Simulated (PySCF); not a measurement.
## Electronic structure of C6H14N2Si2 in real space

```xyz
24

C    -2.2487   -1.2232   -0.0833
N    -2.1277    0.2125   -0.0684
C    -3.2751    0.8981    0.4622
Si   -0.5606    0.9534   -0.2127
C     0.5312    0.6616    1.2870
C     1.7053   -0.0006    1.2886
Si    2.5411   -0.7234   -0.2191
N     4.1628   -0.1145   -0.3036
C     1.4815   -0.3722   -1.7311
C     0.3011    0.2796   -1.7310
H    -1.3526   -1.6830   -0.5272
H    -2.3768   -1.6545    0.9305
H    -3.1184   -1.5435   -0.6884
H    -4.1887    0.6434   -0.1085
H    -3.1398    1.9882    0.3982
H    -3.4778    0.6467    1.5242
H    -0.8302    2.4203   -0.3433
H     0.1542    1.0436    2.2494
H     2.2381   -0.1234    2.2443
H     2.6975   -2.2080   -0.0963
H     4.8647   -0.6434   -0.8085
H     4.3195    0.8817   -0.4093
H     1.8722   -0.7279   -2.6984
H    -0.2204    0.4194   -2.6908
```

Geometry: PBE0-D3(BJ)/def2-SVP.

Method: PBE0/pcSseg-1, SCF density, gas phase, non-relativistic (PySCF 2.14.0).

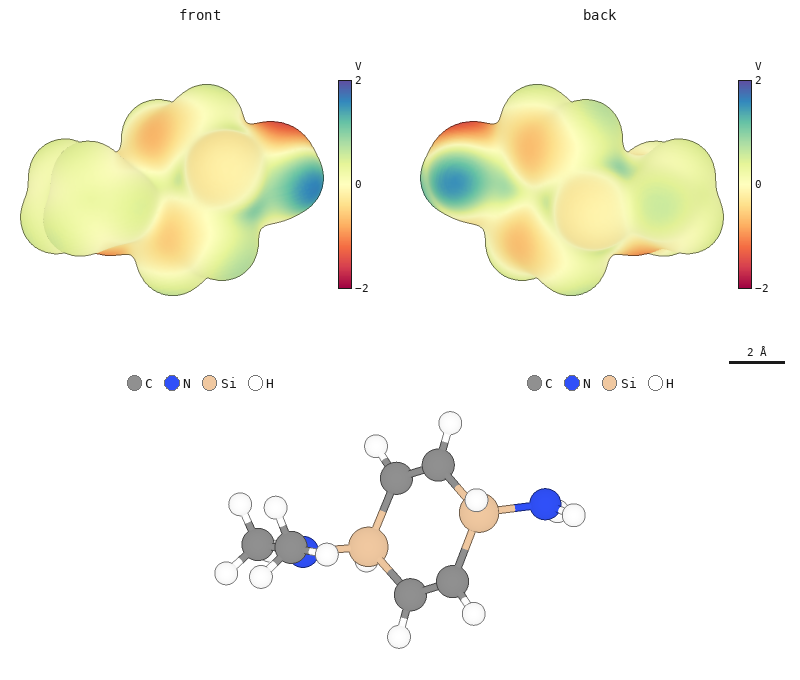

Figure 1. The molecular electrostatic potential painted on the density surface at 0.002 e/bohr³, seen from the front and from behind; the colour scale runs from red (negative) to blue (positive). The bare structure is drawn below in the same view.

Which sites attract a positive test charge, and which a negative one?

A positive charge is drawn to the negative regions and a negative charge to the positive ones. The most negative region (about −1.4 V) lies over N8, the most positive (about +1.5 V) over H21 and H22. N8 is the likeliest acceptor of a hydrogen bond.

How polar is the molecule by this calculation?

Its dipole moment is 0.63 D.

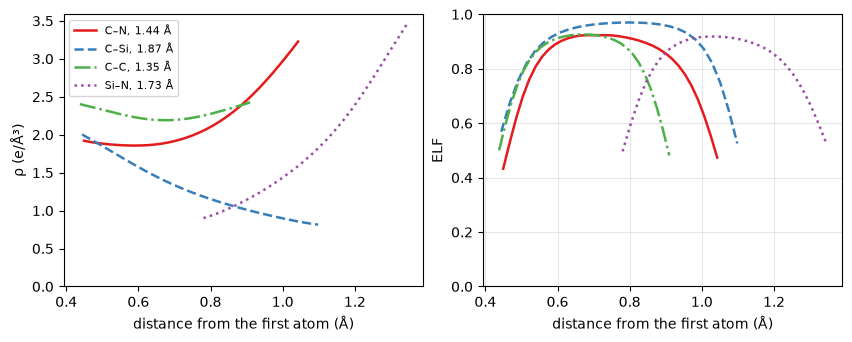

Figure 2. Electron density and ELF along straight lines between neighbouring atoms. The curves leave out the atomic cores.

Compare the contacts.

C–N (1.44 Å): ρ at the midpoint is about 1.9 e/Å³; the ELF peaks at about 0.90 between the atoms, as expected for a covalent bond.
C–Si (1.87 Å): the density is about 0.97 e/Å³ at the midpoint; the ELF peaks at about 0.95 between the atoms, as expected for a shared electron pair.
C–C (1.35 Å): ρ at the midpoint is about 2.2 e/Å³; the ELF peaks at about 0.95 between the atoms: a covalent bond.
Si–N (1.73 Å): ρ is about 1.1 e/Å³ halfway; the ELF peaks at about 0.90 between the atoms: a shared but strongly polarised pair.
